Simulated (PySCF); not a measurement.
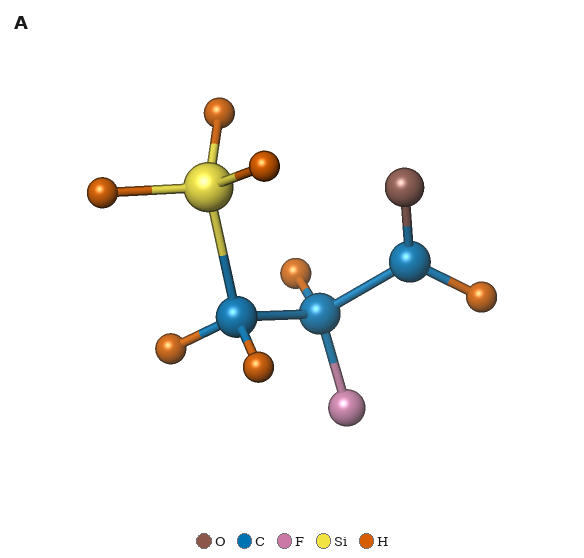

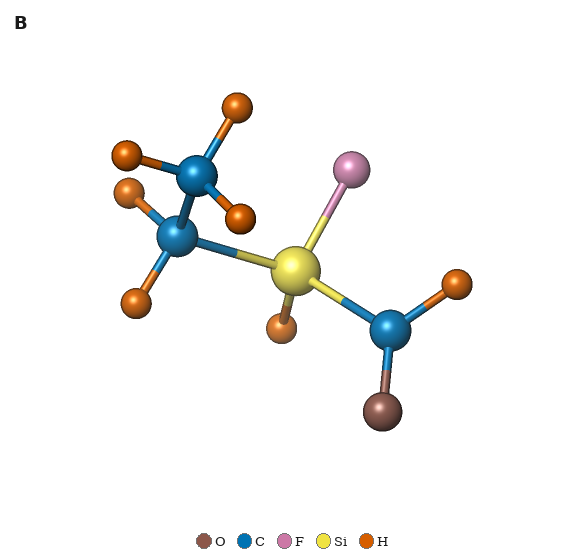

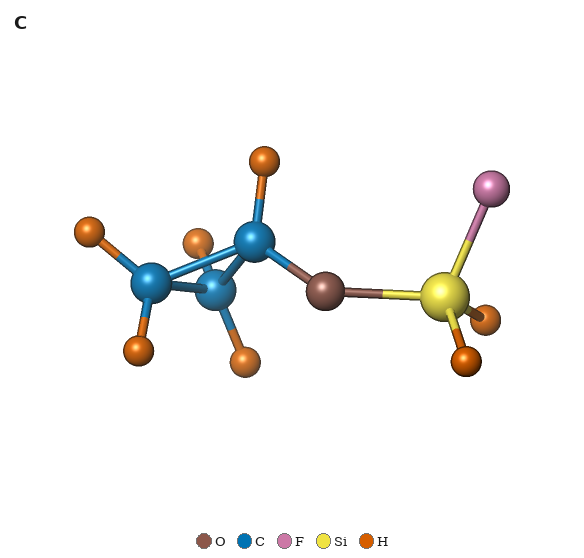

3 stationary structures of one formula. Geometries: GFN2-xTB. Electronic energies: PBE0/pcSseg-1 (PySCF 2.14.0), without zero-point energy. No frequency run is at hand to confirm each as a minimum. Each is one conformer, not always the lowest.

Which is lowest in energy, and by how much?

C is lowest; B lies 7.0 kcal/mol above it, A lies 48.9 kcal/mol above it. A is `O=C[C@@H](F)C[SiH3]`, B is `CC[Si@@H](F)C=O`, C is `F[SiH2]OC1CC1`.

The geometry is semi-empirical. Around Si such bond lengths and angles can be off by a tenth of an ångström or more and by several degrees, and values that hang on the shape move with them.
